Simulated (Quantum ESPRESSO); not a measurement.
# CrSiTe3: parallel and opposed starts, part 2 of 2

Wanted: the moments of CrSiTe3 and the energy of each order that was tried.

Quantum ESPRESSO 7.5; PBEsol; plane waves with GBRV 1.5 PBEsol potentials, no spin-orbit coupling.

So far, absolute magnetization (μB): step 2 (start 1: ferro ++) 7.81.

### Step 3. Run 2 (antiferro +−)

pw.in

```
&CONTROL
  calculation = 'scf'
  prefix = 'pwscf'
  outdir = './tmp'
  pseudo_dir = './pseudo'
  disk_io = 'nowf'
/
&SYSTEM
  ibrav = 0
  nat = 10
  ntyp = 4
  ecutwfc = 40
  ecutrho = 280
  nbnd = 49
  occupations = 'smearing'
  smearing = 'fd'
  degauss = 0.00367493
  nspin = 2
  starting_magnetization(1) = 0.2143
  starting_magnetization(2) = -0.2143
  starting_magnetization(3) = 0
  starting_magnetization(4) = 0
/
&ELECTRONS
  conv_thr = 2d-08
  electron_maxstep = 150
  mixing_beta = 0.3
/
ATOMIC_SPECIES
Cr1    51.9961 cr_pbesol_v1.5.uspp.F.UPF
Cr2    51.9961 cr_pbesol_v1.5.uspp.F.UPF
Si     28.0850 si_pbesol_v1.uspp.F.UPF
Te    127.6000 te_pbesol_v1.uspp.F.UPF
CELL_PARAMETERS angstrom
   3.4152614328    1.9718021076    7.2576780084
  -3.4152614328    1.9718021076    7.2576780084
   0.0000000000   -3.9436042152    7.2576780084
ATOMIC_POSITIONS crystal
Cr1     0.6661873000    0.6661873000    0.6661873000
Cr2     0.3338127000    0.3338127000    0.3338127000
Si      0.0522024200    0.0522024200    0.0522024200
Si      0.9477975800    0.9477975800    0.9477975800
Te      0.7211835100    0.0776504400    0.4397477900
Te      0.4397477900    0.7211835100    0.0776504400
Te      0.0776504400    0.4397477900    0.7211835100
Te      0.9223495600    0.5602522100    0.2788164900
Te      0.5602522100    0.2788164900    0.9223495600
Te      0.2788164900    0.9223495600    0.5602522100
K_POINTS automatic
4 4 4 0 0 0
```

On the command line:

```sh
OMP_NUM_THREADS=1 mpirun -n 4 pw.x -nk 4 -in pw.in > pw.out
```

What it wrote:

```text
[banner, memory and clock lines left out]
Program PWSCF v.7.5 starts

     Message from routine setup:
     using ibrav=0 with symmetry is DISCOURAGED, use correct ibrav instead

     bravais-lattice index     =            0
     lattice parameter (alat)  =      15.6089  a.u.
     unit-cell volume          =    1978.9409 (a.u.)^3
     number of atoms/cell      =           10
     number of atomic types    =            4
     number of electrons       =        72.00
     number of Kohn-Sham states=           49
     kinetic-energy cutoff     =      40.0000  Ry
     charge density cutoff     =     280.0000  Ry
     scf convergence threshold =      2.0E-08
     mixing beta               =       0.3000
     number of iterations used =            8  plain     mixing
     Exchange-correlation= SLA  PW   PSX  PSC
                           (   1   4  10   8   0   0   0)

     celldm(1)=  15.608944  celldm(2)=   0.000000  celldm(3)=   0.000000
     celldm(4)=   0.000000  celldm(5)=   0.000000  celldm(6)=   0.000000

     crystal axes: (cart. coord. in units of alat)
               a(1) = (   0.413475   0.238720   0.878664 )
               a(2) = (  -0.413475   0.238720   0.878664 )
               a(3) = (   0.000000  -0.477440   0.878664 )

     reciprocal axes: (cart. coord. in units 2 pi/alat)
               b(1) = (  1.209263  0.698168  0.379364 )
               b(2) = ( -1.209263  0.698168  0.379364 )
               b(3) = ( -0.000000 -1.396336  0.379364 )

     PseudoPot. # 1 for Cr read from file:
     cr_pbesol_v1.5.uspp.F.UPF
     Pseudo is Ultrasoft + core correction, Zval = 14.0

     PseudoPot. # 2 for Cr read from file:
     cr_pbesol_v1.5.uspp.F.UPF
     Pseudo is Ultrasoft + core correction, Zval = 14.0

     PseudoPot. # 3 for Si read from file:
     si_pbesol_v1.uspp.F.UPF
     Pseudo is Ultrasoft + core correction, Zval =  4.0

     PseudoPot. # 4 for Te read from file:
     te_pbesol_v1.uspp.F.UPF
     Pseudo is Ultrasoft + core correction, Zval =  6.0

     atomic species   valence    mass     pseudopotential
     Cr1              14.00    51.99610     Cr( 1.00)
     Cr2              14.00    51.99610     Cr( 1.00)
     Si                4.00    28.08500     Si( 1.00)
     Te                6.00   127.60000     Te( 1.00)

     Starting magnetic structure
     atomic species   magnetization
     Cr1             0.214
     Cr2            -0.214
     Si              0.000
     Te              0.000

      3 Sym. Ops. (no inversion) found

   Cartesian axes

     site n.     atom                  positions (alat units)
         1        Cr1    tau(   1) = (  -0.0000000   0.0000000   1.7560653  )
         2        Cr2    tau(   2) = (   0.0000000   0.0000000   0.8799280  )
         3        Si     tau(   3) = (  -0.0000000  -0.0000000   0.1376052  )
         4        Si     tau(   4) = (  -0.0000000  -0.0000000   2.4983881  )
         5        Te     tau(   5) = (   0.2660849  -0.0192555   1.0882977  )
         6        Te     tau(   6) = (  -0.1163666   0.2400640   1.0882977  )
         7        Te     tau(   7) = (  -0.1497182  -0.2208085   1.0882977  )
         8        Te     tau(   8) = (   0.1497182   0.2208085   1.5476956  )
         9        Te     tau(   9) = (   0.1163666  -0.2400640   1.5476956  )
        10        Te     tau(  10) = (  -0.2660849   0.0192555   1.5476956  )

     number of k points=    14  Fermi-Dirac smearing, width (Ry)=  0.0037
                       cart. coord. in units 2pi/alat
        k(    1) = (   0.0000000   0.0000000   0.0000000), wk =   0.0156250
        k(    2) = (  -0.0000000  -0.3490841   0.0948409), wk =   0.0937500
        k(    3) = (   0.0000000   0.6981682  -0.1896818), wk =   0.0468750
        k(    4) = (  -0.3023157  -0.1745421   0.1896818), wk =   0.0937500
        k(    5) = (  -0.3023157   0.8727103  -0.0948409), wk =   0.0937500
        [... 9 further k-points ...]

     Dense  grid:   156649 G-vectors     FFT dimensions: (  90,  90,  90)

     Smooth grid:    67585 G-vectors     FFT dimensions: (  64,  64,  64)

     Generating pointlists ...
     new r_m :   0.1395 (alat units)  2.1774 (a.u.) for type    1
     new r_m :   0.1395 (alat units)  2.1774 (a.u.) for type    2
     new r_m :   0.1135 (alat units)  1.7720 (a.u.) for type    3
     new r_m :   0.1261 (alat units)  1.9684 (a.u.) for type    4

     Initial potential from superposition of free atoms

     starting charge      69.9975, renormalised to      72.0000

     negative rho (up, down):  7.830E-04 7.830E-04
     Starting wfcs are   52 randomized atomic wfcs

     Self-consistent Calculation

     iteration #  1     ecut=    40.00 Ry     beta= 0.30
     Davidson diagonalization with overlap
     ethr =  1.00E-02,  avg # of iterations =  3.4

     negative rho (up, down):  6.525E-04 6.524E-04

     total energy              =    -527.92529957 Ry
     estimated scf accuracy    <       2.01256064 Ry

     total magnetization       =    -0.00 Bohr mag/cell
     absolute magnetization    =     6.89 Bohr mag/cell

     iteration #  2     ecut=    40.00 Ry     beta= 0.30
     Davidson diagonalization with overlap
     ethr =  2.80E-03,  avg # of iterations =  3.2

     negative rho (up, down):  7.379E-04 7.380E-04

     total energy              =    -527.90420024 Ry
     estimated scf accuracy    <       7.46109232 Ry

     total magnetization       =     0.01 Bohr mag/cell
     absolute magnetization    =     3.87 Bohr mag/cell

     [... further iterations left out ...]

     iteration # 14     ecut=    40.00 Ry     beta= 0.30
     Davidson diagonalization with overlap
     ethr =  1.52E-10,  avg # of iterations =  4.0

     negative rho (up, down):  3.941E-03 3.941E-03

     total energy              =    -528.58513983 Ry
     estimated scf accuracy    <       0.00000003 Ry

     total magnetization       =     0.00 Bohr mag/cell
     absolute magnetization    =     7.38 Bohr mag/cell

     iteration # 15     ecut=    40.00 Ry     beta= 0.30
     Davidson diagonalization with overlap
     ethr =  3.66E-11,  avg # of iterations =  3.1

     negative rho (up, down):  3.942E-03 3.942E-03

     Magnetic moment per site  (integrated on atomic sphere of radius R)
     atom   1 (R=0.139)  charge= 12.5356  magn=  3.0197
     atom   2 (R=0.139)  charge= 12.5356  magn= -3.0197
     atom   3 (R=0.114)  charge=  1.6158  magn= -0.0002
     atom   4 (R=0.114)  charge=  1.6158  magn=  0.0002
     atom   5 (R=0.126)  charge=  2.6736  magn= -0.0006
     atom   6 (R=0.126)  charge=  2.6736  magn= -0.0006
     atom   7 (R=0.126)  charge=  2.6736  magn= -0.0006
     atom   8 (R=0.126)  charge=  2.6736  magn=  0.0006
     atom   9 (R=0.126)  charge=  2.6736  magn=  0.0006
     atom  10 (R=0.126)  charge=  2.6736  magn=  0.0006

     End of self-consistent calculation

     [... lines left out ...]
     the Fermi energy is     6.0243 ev

!    total energy              =    -528.58513989 Ry
     estimated scf accuracy    <          5.9E-09 Ry
     smearing contrib. (-TS)   =      -0.00000781 Ry
     internal energy E=F+TS    =    -528.58513208 Ry

     The total energy is F=E-TS. E is the sum of the following terms:
     one-electron contribution =    -348.12006495 Ry
     hartree contribution      =     196.89346130 Ry
     xc contribution           =    -139.15912706 Ry
     ewald contribution        =    -238.19940137 Ry

     total magnetization       =     0.00 Bohr mag/cell
     absolute magnetization    =     7.38 Bohr mag/cell

     convergence has been achieved in  15 iterations
```

The job ended after 2 min (4 MPI ranks of Intel Xeon Platinum 8488C (Sapphire Rapids), shared host; peak memory 1.4 GiB; 7.8 min of CPU time).

Spin moment in the atom's sphere by atom:

| atom | spin moment in the atom's sphere (μB) |
| --- | --- |
| Cr1 | 3.02 |
| Cr2 | -3.02 |
| Si3 | 0.00 |
| Si4 | 0.00 |
| Te5 | 0.00 |
| Te6 | 0.00 |
| Te7 | 0.00 |
| Te8 | 0.00 |
| Te9 | 0.00 |
| Te10 | 0.00 |

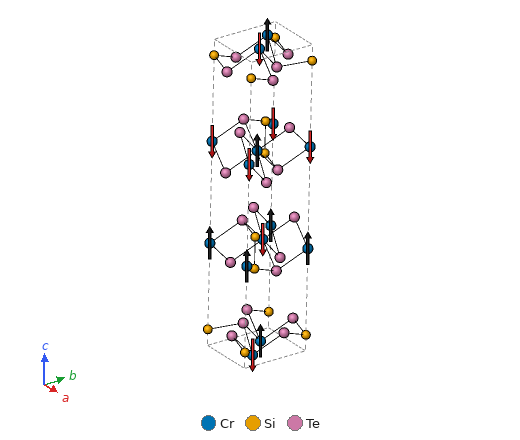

Spin moment in the atom's sphere as arrows, the longest 3.02 μB. Up and down stand for the sign. Arrows give size and sign along the axis of quantisation, drawn up and down the page. The two directions have two colours. Bonds to atoms that aren't drawn are left out. Some periodic images of atoms are drawn too.

Read from the output:

```yaml
smearing_term_ts: 1.06e-4 eV
magnetization: 0 μB
absolute_magnetization: 7.381 μB
final_state: antiferromagnetic
```

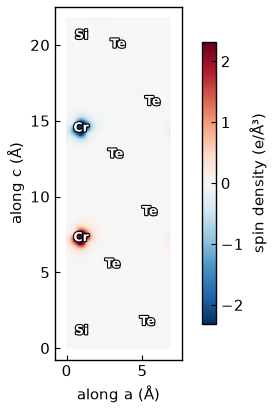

Spin density in the ac plane of the conventional cell at fractional y = 0.000, with atoms of Cr and Si and Te within 0.2 Å of it. The map starts off the cell's origin, so that atoms lie inside it.

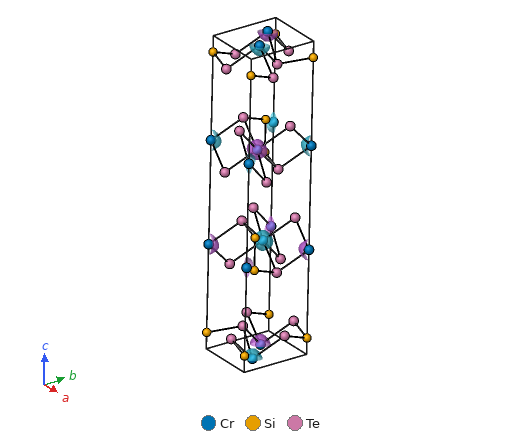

Surfaces of spin density = ±0.65 e/Å³, which hold about 50 % of the integral of its size. The two colours are the two signs. Bonds to atoms that aren't drawn are left out.

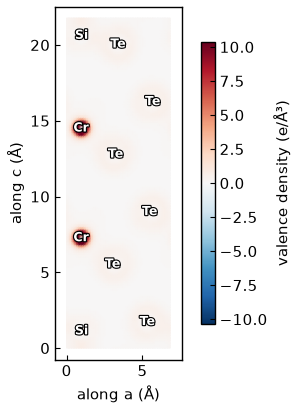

Valence density in the ac plane of the conventional cell at fractional y = 0.000, with atoms of Cr and Si and Te within 0.2 Å of it. It is the smooth field of the valence electrons, not physical close to the nuclei. The map starts off the cell's origin, so that atoms lie inside it.

### Step 4. Ranking

An order is kept where moments of 0.15 μB or more survive with the typed signs; meshes match where a doubled cell samples the same k points as the first cell.

Orders:

| start | final state | typed order kept | energy over the lowest (meV a seeded atom) | largest site moment (μB) | net moment (μB a cell of the first run) | mesh matched | CPU time (s) |
| --- | --- | --- | --- | --- | --- | --- | --- |
| ferro ++ | ferromagnetic | yes | 0 | 3.102 | 6 | yes | 417.8 |
| antiferro +- | antiferromagnetic | yes | 25.52 | 3.02 | 0 | yes | 468.5 |

### Step 5. Results

- lowest state found: ferromagnetic (from ferro ++)
- largest site moment: 3.10 μB
- next state with moments: antiferromagnetic, 25.5 meV a seeded atom higher

In words: Only these 2 starts were compared; other wavevectors, canted and longer-period orders were not.

[Logs and program files are shortened in this print: banners, set-up blocks, solver, clock and traceback lines can be left out without a mark of their own.]

[Logs are printed without paths, hosts, clocks, repeated set-up lines and the standing remarks that a program may print on its own settings, such as how far it seeks lower states.]

[Hosts, paths, dates, database ids (printed as entryN), source tags and the programs' standing remarks are cut or masked in the printed files.]

[Where a cell is said to come from a database of computed structures, the database is the Materials Project.]
